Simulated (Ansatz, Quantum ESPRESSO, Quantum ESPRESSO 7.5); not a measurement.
# W2CCl2 MXene, 1 layer: biaxial strain by an ASE script

How do the band edges of W2CCl2 MXene, 1 layer move against the vacuum when the sheet is stretched?

Calculated with Quantum ESPRESSO 7.5; plane-wave DFT, PBE, GBRV ultrasoft pseudopotentials (geometry by Ansatz 0.2.0 with PAW datasets; geometry under PBE).

**1. Starting point**

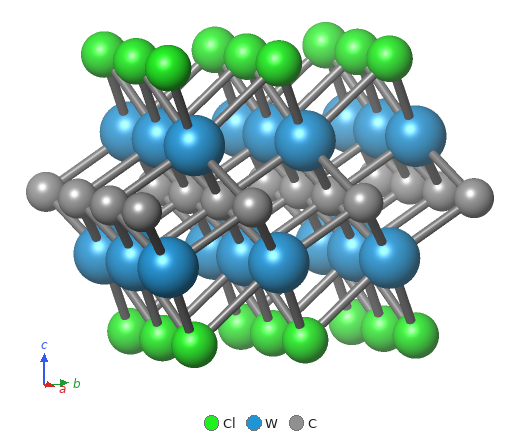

The starting structure, seen from the side, with the c axis up (chlorine green, tungsten blue, carbon grey). 3×3×1 cells are drawn. Some periodic images of atoms are drawn too.

The cell holds 5 atoms: 2 Cl, 2 W and 1 C. Cell: a = 3.125 Å, b = 3.125 Å, c = 20.863 Å, α = 90.0°, β = 90.0°, γ = 120.0°. It derives from W2CCl2. Vacuum lies along c.

**2. Relaxation with Ansatz**

The geometry comes first, from a plane-wave PAW code, so that the later runs on this slab share one structure.

input.yaml

```yaml
crystal:
  lattice:
    - [3.125408, 0.0, 0.0]
    - [-1.562704, 2.7066827252, 0.0]
    - [0.0, 0.0, 20.8631248233]
  atoms:
    - { symbol: Cl, position: [0.3333333333, 0.6666666667, 0.3594859382] }
    - { symbol: W, position: [0.6666666667, 0.3333333333, 0.4408907947] }
    - { symbol: C, position: [0.0, 0.0, 0.5] }
    - { symbol: W, position: [0.3333333333, 0.6666666667, 0.5591092053] }
    - { symbol: Cl, position: [0.6666666667, 0.3333333333, 0.6405140618] }
kpoints:
  mp_grid: { grid: [12, 12, 1] }
hamiltonian:
  xc: pbe
scf:
  occupations: { method: fermi_dirac, width: 0.05 }
  convergence: { dr2_threshold: 1.0e-08 }
efield:
  axis: 3
  dipole_correction: true
  ramp_position: 0.97
  ramp_width: 0.04
relax:
  f_tol: 0.01
  cell: { fix: [c, alpha, beta] }
output:
  write_potential: true
  write_density: true
  volumetric_format: npy
```

Launch:

```sh
> ansatz run input.yaml --threads 4 --pin off --max-ram 8192MiB --backend cpu --events-out ev --progress --plain --runs-dir out
```

Numbers of over 12 decimals in the logs are rounded to 6 here.

What it wrote:

```text
Warning: relax.cell: scf.convergence.dr2_threshold = 1e-8 eV is looser than the 5e-10 eV advised for a relaxation that steers and ends on the stress (1e-10 eV for each atom of the cell: 5). What an SCF threshold leaves in a stress goes as its square root, and in the free energy as the threshold itself, and one threshold admits the most on a small cell: [figures from the program's tests cut] Set scf.convergence.dr2_threshold to 5e-10 eV or tighter. The threshold is an SCF's pass mark: one that does not reach it within its budget of iterations ends unconverged, or closes short of it on a stop that the run arms, and scf.convergence.dr2_threshold's page says what that costs each kind of run
Engine: ansatz 0.2.0, aarch64-unknown-linux-gnu
Pseudopotentials: kind: paw
Pseudopotential: Cl, paw, valence charge 7, recommended cutoff 420 eV (normal), Cl.paw.azcp
Pseudopotential: W, paw, valence charge 14, recommended cutoff 420 eV (normal), W.paw.azcp
Pseudopotential: C, paw, valence charge 4, recommended cutoff 420 eV (normal), C.paw.azcp
Functional definition: PBE
  parameter kappa = 0.804
  parameter beta = 0.066725
  exchange = pbe_x(kappa = kappa, mu = beta*pi^2/3)
  correlation = pbe_c(beta = beta)
Crystal: 5 atoms, lattice volume = 176.491 Å³
Basis set: ecut = 420 eV, 3465 PW (Γ), exchange–correlation on 48×48×288 points (8 copies of the dense FFT grid, shifted against one another)
Bands: 28, of which v1, the nominal top of the filled ones, is band 23 counted from 1 (22 counted from 0)
Symmetry: 6 space group operations
k-points: 19 of 144 (time reversal used)
Non-local potential: Cl, projectors of the file, l = 0: 2, l = 1: 2, l = 2: 2
Non-local potential: W, projectors of the file, l = 0: 3, l = 1: 2, l = 2: 2, l = 3: 1
Non-local potential: C, projectors of the file, l = 0: 2, l = 1: 2, l = 2: 1
PAW form: soft (Blöchl's): semilocal exchange-correlation on the pseudo side does not see the compensation charge
PAW one-centre angular grid: Cl, 110 points (default); XC on 64 Gauss nodes
PAW one-centre angular grid: W, 590 points (default); XC on 64 Gauss nodes
PAW one-centre angular grid: C, 110 points (default); XC on 64 Gauss nodes
Initial density: superposition of atomic densities (neutral atoms: chi_scale 0, normalization atom), corrected by the library's trained network
Initial wavefunctions: pseudopotential atomic-orbital guess
Functional: x = pbe(κ = 0.804, μ = 0.219515), c = pbe(β = 0.066725)
SCF iter   1: F=—  HF=-23179.230438 eV  |F-HF|=—  |Δ(HF+E_count)|=         —  Δρ=9.97e-3  dr2=9.02e-1  ethr=1.77e-3  p=0.000 e·Å  D=4.61e-4 V/Å  ΔV_dip=-0.01 eV  dr2_dipole=3.90e-6  V_vac-E_F(+/−)=4.64/4.65 eV  ⟨swp⟩=8.5  Hψ=2981  notcnv=0
efield: sawtooth ramp at fractional position 0.9700 (set: `efield.ramp_position`, or a place that a band, a saddle search or an elastic batch's reference lends), width 0.0400; the density the first Hamiltonian is built on has a dipole p = 0.000 e·Å; the dipole correction subtracts the counter field D = 4.61e-4 V/Å, which shifts the + side's vacuum level by -0.01 eV against the − side's; the planar-averaged density in the ramp window peaks in size at 1.6e-5 e/Å³
preconditioner: auto → LDOS  [metal: Δε(μ)=0.075 eV  Ē_g=8.820 eV  σ=0.050 eV  W_gap=0.36  n_scr=14 (ndim 8)  ℏωp=15.3 eV  f_vac=0.570  D(μ)=3.72/eV (n_scr^D=12)  β→1.0]
SCF iter   2: F=—  HF=-23179.117472 eV  |F-HF|=—  |Δ(HF+E_count)|=   1.13e-1  Δρ=3.78e-3  dr2=4.71e-2  ethr=1.77e-3  p=0.000 e·Å  D=1.51e-4 V/Å  ΔV_dip=-0.00 eV  dr2_dipole=1.36e-5  V_vac-E_F(+/−)=3.65/3.66 eV  ⟨swp⟩=2.1  Hψ=849  notcnv=0
SCF iter   3: F=—  HF=-23179.112385 eV  |F-HF|=—  |Δ(HF+E_count)|=   5.09e-3  Δρ=2.25e-3  dr2=2.11e-2  ethr=1.02e-4  p=0.000 e·Å  D=3.88e-5 V/Å  ΔV_dip=-0.00 eV  dr2_dipole=1.81e-7  V_vac-E_F(+/−)=3.67/3.67 eV  ⟨swp⟩=2.9  Hψ=1156  notcnv=0
SCF iter   4: F=—  HF=-23179.108773 eV  |F-HF|=—  |Δ(HF+E_count)|=   3.61e-3  Δρ=6.73e-4  dr2=1.33e-3  ethr=4.58e-5  p=0.000 e·Å  D=1.57e-5 V/Å  ΔV_dip=-0.00 eV  dr2_dipole=1.03e-8  V_vac-E_F(+/−)=3.56/3.56 eV  ⟨swp⟩=2.0  Hψ=840  notcnv=0
SCF iter   5: F=—  HF=-23179.108398 eV  |F-HF|=—  |Δ(HF+E_count)|=   3.75e-4  Δρ=1.70e-4  dr2=7.89e-5  ethr=2.90e-6  p=0.000 e·Å  D=1.29e-6 V/Å  ΔV_dip=-0.00 eV  dr2_dipole=8.31e-9  V_vac-E_F(+/−)=3.57/3.57 eV  ⟨swp⟩=2.8  Hψ=1075  notcnv=0
SCF iter   6: F=—  HF=-23179.108427 eV  |F-HF|=—  |Δ(HF+E_count)|=   2.88e-5  Δρ=4.05e-5  dr2=2.20e-6  ethr=1.71e-7  p=-0.000 e·Å  D=-1.24e-6 V/Å  ΔV_dip=0.00 eV  dr2_dipole=2.69e-9  V_vac-E_F(+/−)=3.57/3.57 eV  ⟨swp⟩=2.3  Hψ=889  notcnv=0
SCF iter   7: F=—  HF=-23179.108412 eV  |F-HF|=—  |Δ(HF+E_count)|=   1.41e-5  Δρ=7.00e-6  dr2=5.51e-8  ethr=4.79e-9  p=-0.000 e·Å  D=-2.36e-7 V/Å  ΔV_dip=0.00 eV  dr2_dipole=5.08e-11  V_vac-E_F(+/−)=3.57/3.57 eV  ⟨swp⟩=2.8  Hψ=1083  notcnv=0
SCF iter   8: F=-23179.108413 eV  HF=-23179.108413 eV  |F-HF|=9.87e-9  |Δ(HF+E_count)|=   1.55e-7  Δρ=1.56e-6  dr2=3.61e-9  ethr=2.17e-11  p=-0.000 e·Å  D=-6.90e-7 V/Å  ΔV_dip=0.00 eV  dr2_dipole=6.54e-12  V_vac-E_F(+/−)=3.57/3.57 eV  ⟨swp⟩=11.9  Hψ=4742  notcnv=0
SCF 1 converged in 8 iterations: F = -23179.108413 eV  dr2 = 3.61e-9
  greatest PAW one-centre occupation: 0.999 electrons in one spin orbital (limit 2), on the W atom at site 3 (counted from 0), in its partial waves of l = 0
relax step   1: F+E_penalty+E_count = -23179.10841261 eV  Δ(F+E_penalty+E_count) = +0.000e0 eV  max|allowed force component| = 1.828e0 eV/Å  Δτ_max = 0.0000 Å  P = +1.712 GPa  Ω = 176.491 Å³  fix = [c, alpha, beta]  reactions: c +4.655 GPa  (8 SCF iters, accepted)
Crystal: 5 atoms, lattice volume = 169.914 Å³
Basis set: ecut = 420 eV, 3297 PW (Γ), exchange–correlation on 48×48×288 points (8 copies of the dense FFT grid, shifted against one another)
Initial density: handed on by an earlier stage of this run
Initial wavefunctions: those handed on with the density
iter 1 solved again at ethr=8.46e-4 eV; its pass at ethr=3.10e-3 eV (dr2=3.89e-1 eV) is discarded
SCF iter   1: F=—  HF=-23179.535927 eV  |F-HF|=—  |Δ(HF+E_count)|=         —  Δρ=9.94e-3  dr2=3.93e-1  ethr=8.46e-4  p=-0.000 e·Å  D=-5.60e-7 V/Å  ΔV_dip=0.00 eV  dr2_dipole=1.72e-11  V_vac-E_F(+/−)=3.92/3.92 eV  ⟨swp⟩=1.1  Hψ=3738  notcnv=0
[...]
relax step   8: F+E_penalty+E_count = -23180.46186044 eV  Δ(F+E_penalty+E_count) = -2.066e-1 eV  max|allowed force component| = 8.010e-1 eV/Å  Δτ_max = 0.1968 Å  P = +0.699 GPa  Ω = 206.393 Å³  energy of the carried Pulay correction = -7.817e-3 eV  fix = [c, alpha, beta]  reactions: c +1.052 GPa  (8 SCF iters, accepted)
relax step   9: F+E_penalty+E_count = -23180.46887312 eV  Δ(F+E_penalty+E_count) = -7.013e-3 eV  max|allowed force component| = 5.504e-1 eV/Å  Δτ_max = 0.0400 Å  P = -0.362 GPa  Ω = 204.821 Å³  energy of the carried Pulay correction = -7.436e-3 eV  fix = [c, alpha, beta]  reactions: c -0.975 GPa  (7 SCF iters, accepted)
relax step  10: F+E_penalty+E_count = -23180.47919633 eV  Δ(F+E_penalty+E_count) = -1.032e-2 eV  max|allowed force component| = 1.665e-2 eV/Å  Δτ_max = 0.0210 Å  P = -0.056 GPa  Ω = 206.300 Å³  energy of the carried Pulay correction = -7.795e-3 eV  fix = [c, alpha, beta]  reactions: c -0.087 GPa  (7 SCF iters, accepted)
relax step  11: F+E_penalty+E_count = -23180.47925815 eV  Δ(F+E_penalty+E_count) = -6.182e-5 eV  max|allowed force component| = 2.220e-3 eV/Å  Δτ_max = 0.0019 Å  P = -0.009 GPa  Ω = 206.226 Å³  energy of the carried Pulay correction = -7.777e-3 eV  fix = [c, alpha, beta]  reactions: c -0.032 GPa  (5 SCF iters, accepted)
relax step  12: F+E_penalty+E_count = -23180.49503273 eV  Δ(F+E_penalty+E_count) = -1.577e-2 eV  max|allowed force component| = 9.944e-4 eV/Å  Δτ_max = 0.0000 Å  P = +0.063 GPa  Ω = 206.226 Å³  fix = [c, alpha, beta]  reactions: c -0.004 GPa  stress off target by 9.66e-2 GPa on what of the cell is left free  SCF on the basis re-selected at this cell (its energy is not comparable with the rows above)  (5 SCF iters)
relax step  13: F+E_penalty+E_count = -23180.49506403 eV  Δ(F+E_penalty+E_count) = -3.130e-5 eV  max|allowed force component| = 6.704e-3 eV/Å  Δτ_max = 0.0015 Å  P = +0.015 GPa  Ω = 206.497 Å³  energy of the carried Pulay correction = -6.441e-5 eV  fix = [c, alpha, beta]  reactions: c +0.006 GPa  (5 SCF iters, accepted)
iter 1 solved again at ethr=3.72e-8 eV; its pass at ethr=3.10e-3 eV (dr2=1.71e-5 eV) is discarded
SCF iter   1: F=—  HF=-23180.495054 eV  |F-HF|=—  |Δ(HF+E_count)|=         —  Δρ=1.08e-5  dr2=7.93e-9  ethr=3.72e-8  p=-0.000 e·Å  D=-9.00e-7 V/Å  ΔV_dip=0.00 eV  dr2_dipole=4.43e-12  V_vac-E_F(+/−)=4.04/4.04 eV  ⟨swp⟩=5.3  Hψ=5184  notcnv=0
efield: sawtooth ramp at fractional position 0.9700 (set: `efield.ramp_position`, or a place that a band, a saddle search or an elastic batch's reference lends), width 0.0400; the density the first Hamiltonian is built on has a dipole p = -0.000 e·Å; the dipole correction subtracts the counter field D = -9.00e-7 V/Å, which shifts the + side's vacuum level by +0.00 eV against the − side's; the planar-averaged density in the ramp window peaks in size at 2.5e-6 e/Å³
preconditioner: auto → LDOS  [insulator: Δε(μ)=0.123 eV  Ē_g=8.714 eV  σ=0.050 eV  W_gap=0.54  n_scr=14 (ndim 8)  ℏωp=14.2 eV  f_vac=0.594  D(μ)=1.97/eV (n_scr^D=8)  ε∞_Penn≈3.6  β→1.0]
SCF iter   2: F=—  HF=-23180.495121 eV  |F-HF|=—  |Δ(HF+E_count)|=   6.73e-5  Δρ=7.68e-7  dr2=1.98e-9  ethr=1.72e-11  p=-0.000 e·Å  D=-1.34e-6 V/Å  ΔV_dip=0.00 eV  dr2_dipole=8.10e-11  V_vac-E_F(+/−)=4.04/4.04 eV  ⟨swp⟩=17.3  Hψ=5174  notcnv=0
SCF iter   3: F=-23180.495121 eV  HF=-23180.495121 eV  |F-HF|=1.64e-7  |Δ(HF+E_count)|=   1.61e-7  Δρ=3.08e-7  dr2=3.14e-10  ethr=4.30e-12  p=-0.000 e·Å  D=-6.79e-7 V/Å  ΔV_dip=0.00 eV  dr2_dipole=2.98e-11  V_vac-E_F(+/−)=4.04/4.04 eV  ⟨swp⟩=7.6  Hψ=3864  notcnv=0
SCF 14 converged in 3 iterations: F = -23180.495121 eV  dr2 = 3.14e-10
relax step  14: F+E_penalty+E_count = -23180.49512104 eV  Δ(F+E_penalty+E_count) = -5.701e-5 eV  max|allowed force component| = 6.672e-3 eV/Å  Δτ_max = 0.0000 Å  P = +0.015 GPa  Ω = 206.497 Å³  fix = [c, alpha, beta]  reactions: c +0.006 GPa  stress off target by 2.00e-2 GPa on what of the cell is left free  SCF on the basis re-selected at this cell (its energy is not comparable with the rows above)  (3 SCF iters)
basis re-selected at this cell: Δ(F+E_penalty+E_count) = -5.701e-5 eV, ΔP = +0.000 GPa vs the last step (what re-selecting the basis moved, of the pressure what is left beyond the Pulay correction that the steps carried, after the strain that the cell walked since its last selection, with what the two solves' SCF thresholds leave and, on support functions, any second-order correction that the steps lacked; it is no m [...]
WARN: The input density's exchange-correlation potential varies sharply where the density is thin. Do not read a vacuum level from v_tot or v_xc, or from such a field of the output density. On a cell that repeats whose density bears no net charge and no dipole along the vacuum's axis use v_es (v_loc + v_h of the components); under efield.dipole_correction with no amplitude use v_es + v_field, which holds any external [...]
SCF converged after 3 iterations
Free energy (F): -23180.495121 eV
Harris-Foulkes:  -23180.495121 eV  (|F-HF|=1.64e-7)
Internal energy: -23180.478195 eV  (E = F + TS)
E sigma→0 (E₀):  -23180.486658 eV
Entropy (-TS):   -0.016926 eV (-3.385 meV/atom)
Fermi energy:    2.907175 eV
Dipole field:    D = -0.000008 V/Å  (p = -0.000009 e·Å, saw-weighted, corrected)
Work function:   Φ+ = 4.0407 eV   Φ− = 4.0405 eV
Levels:          The Fermi level and band energies are counted from a zero that moves with the ramp; work functions are not
--- Per-component energies (eV) ---
  E_band       = -852.712252
  E_kinetic    = 1315.620114
  E_local      = -36408.039058  (includes V_loc(G=0)·N_el)
  E_nonlocal   = 87.128415
  E_hartree    = 17592.402401
  E_xc         = -795.848903
  E_vxc        = -780.914923  (∫ρ·V_xc dr)
  E_paw        = -18543.393807  (= ΣΔE_a)
  E_vpaw       = -251.311511  (= ΣTr[D̂ρ^β])
  E_aug_tail   = 0.000062  (compensation charges beyond the density's cutoff)
  E_efield     = 0.000000  (sawtooth field / dipole correction)
  E_vefield    = 0.000076  (∫n·V_field dr)
  E_ewald      = 13571.652581
  E_smearing   = -0.016926  (= −TS)
  E_closure    = -0.000000  (closes the sum)
  Σ components = -23180.495121   (vs F -23180.495121, Δ=0.00e0)
--- Forces (eV/Å), atoms counted from 1 ---
  atom   1  Cl     0.00000000     0.00000000     0.00070600
  atom   2  W      0.00000000    -0.00000000    -0.00666800
  atom   3  C      0.00000000    -0.00000000     0.00000615
  atom   4  W      0.00000000     0.00000000     0.00667461
  atom   5  Cl    -0.00000000    -0.00000000    -0.00070721
  max |Σ_I F_I| component: 1.16e-5 eV/Å
--- Stress (GPa, compression-positive) ---
        0.019988      -0.000000       0.000000
        0.000000       0.019988       0.000000
       -0.000000       0.000000       0.006326
  P = ⅓ Tr σ = 0.0154 GPa (0.154 kbar)
--- Band table (eV; the first three rows and the last of 19) ---
  k-point 0: bands = [... 19 lower, -0.7490, -0.4599, -0.4599, 2.8251, 3.2922, 3.6076, 3.6076, 4.4613, ... 1 higher]
  k-point 1: bands = [... 19 lower, -1.0195, -0.3704, -0.1732, 2.7687, 3.1752, 3.6141, 3.9578, 4.4449, ... 1 higher]
  k-point 2: bands = [... 19 lower, -1.2895, -0.5186, 0.2403, 2.4960, 3.0198, 3.6361, 4.4636, 4.8063, ... 1 higher]
  k-point 18: bands = [... 19 lower, -1.4902, 0.8248, 0.9613, 0.9613, 4.0820, 4.0820, 4.4825, 5.8597, ... 1 higher]
--- Relaxed structure (12 steps of the walk, 11 accepted, 2 SCFs on fresh bases) ---
  F+E_penalty+E_count = -23180.49512104 eV   max|allowed force component| = 6.672e-3 eV/Å   (the final SCF, on the basis selected at the relaxed cell)
  cell:  # Å, volume = 206.4965 Å³
    - [3.380659, 0, 0]
    - [-1.690330, 2.927737, 0]
    - [0, 0, 20.8631248233]
  atoms:
    - { symbol: Cl, position: [0.333333, 0.666667, 0.369291] }
    - { symbol: W, position: [0.666667, 0.333333, 0.456094] }
    - { symbol: C, position: [0, 0, 0.500000] }
    - { symbol: W, position: [0.333333, 0.666667, 0.543906] }
    - { symbol: Cl, position: [0.666667, 0.333333, 0.630709] }
```

Run time: 57 s. Hardware: 4 threads of Arm Neoverse N1, shared host; peak memory 0.52 GiB; 3.6 min of CPU time.

The steps of the relaxation:

```csv
step,energy less that of the first step (eV),largest force component (eV/Å),pressure (GPa),volume (Å³)
1,0.0000,1.8276,1.71,176.49
2,-0.3649,0.6446,0.40,169.91
3,-0.4275,0.9263,0.64,171.37
4,-0.3698,2.1756,3.67,171.95
5,-0.6521,1.3099,0.45,175.99
6,-0.8840,0.7818,1.04,182.25
7,-1.1468,0.6942,1.13,192.02
8,-1.3534,0.8010,0.70,206.39
9,-1.3605,0.5504,-0.36,204.82
10,-1.3708,0.0166,-0.06,206.30
11,-1.3708,0.0022,-0.01,206.23
12*,-1.3866,0.0010,0.06,206.23
13,-1.3867,0.0067,0.02,206.50
14*,-1.3867,0.0067,0.02,206.50
```

Relaxation steps marked * repeat the geometry before them on a plane-wave basis chosen anew for their cell, so energy and pressure can jump there. Relaxation step 4 was tried and not accepted.

Forces are held to the 6 operations that the run works with; a distortion that breaks them can't arise in this run.

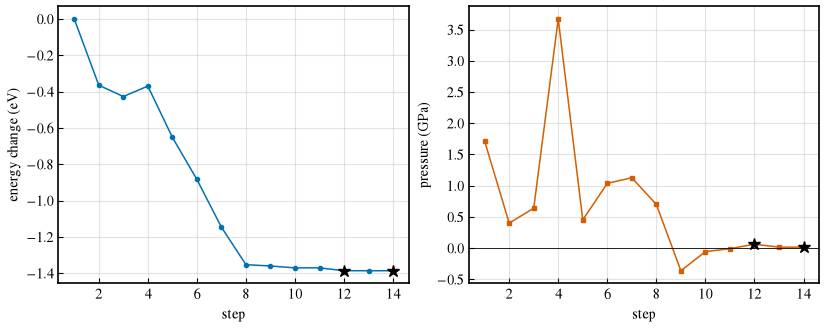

Energy and pressure along the relaxation. Stars mark steps on a basis chosen anew.

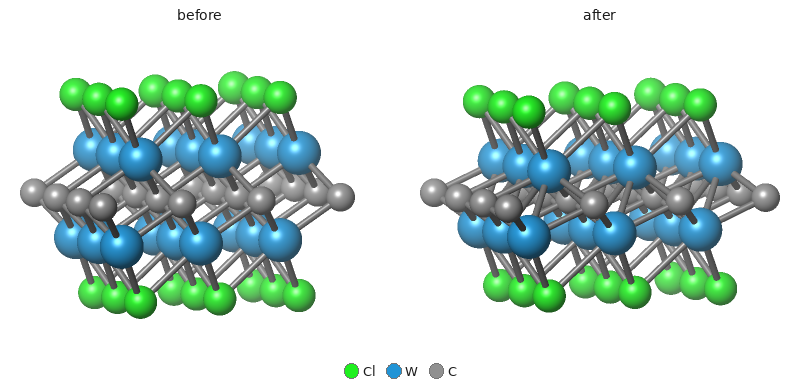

The structure before and after the relaxation, drawn at the same scale.

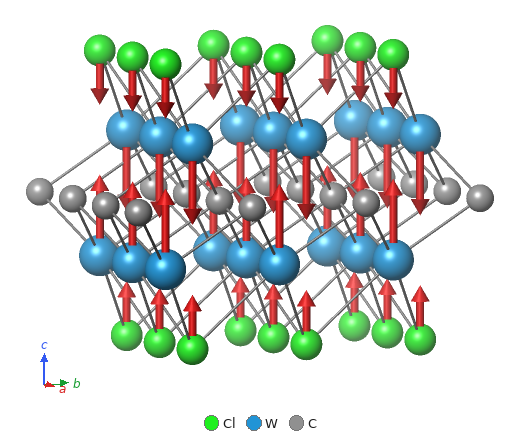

Displacements in the relaxation, exaggerated, measured against the changing cell; the longest in the cell stands for 0.32 Å. 3×3×1 cells are drawn. Some periodic images of atoms are drawn too.

```csv
cell as run,before,after,change
a (Å),3.125,3.381,+8.2 %
b (Å),3.125,3.381,+8.2 %
```

The atoms that moved most (Å, along periodic axes as changes of fractional coordinates times the final cell, across vacuum about the mean position):

```csv
atom,dx,dy,dz,length
W4,0.000,0.000,-0.317,0.317
W2,0.000,0.000,0.317,0.317
Cl1,0.000,0.000,0.205,0.205
Cl5,0.000,0.000,-0.205,0.205
```

The relaxed structure:

```xyz
5
Lattice="3.3807 0.0000 0.0000 -1.6903 2.9277 0.0000 0.0000 0.0000 20.8631" Properties=species:S:1:pos:R:3
Cl    0.0000    1.9518    7.7046
W     1.6903    0.9759    9.5155
C     0.0000    0.0000   10.4316
W     0.0000    1.9518   11.3476
Cl    1.6903    0.9759   13.1586
```

Numbers from this step:

```
free energy                     : -23180.4951 eV
energy at zero smearing         : -23180.4867 eV
smearing term TS                : 0.01693 eV
Fermi energy                    : 2.907 eV
gap by band count               : 0.1228 eV
symmetry operations             : 6
work function of the upper face : 4.041 eV
work function of the lower face : 4.041 eV
dipole along the normal         : -9.02e-6 e·Å
```

[end of part 1 of 2]

[Logs are printed without paths, hosts, clocks, repeated set-up lines and the standing remarks that a program may print on its own settings, such as how far it seeks lower states.]

[Hosts, paths, dates, database ids (printed as entryN), source tags and the programs' standing remarks are cut or masked in the printed files.]

[Maps of the electrostatic potential energy from Ansatz leave out the sawtooth potential of an applied field or a dipole correction, so their vacuum need not be flat; planar profiles and work functions include it.]
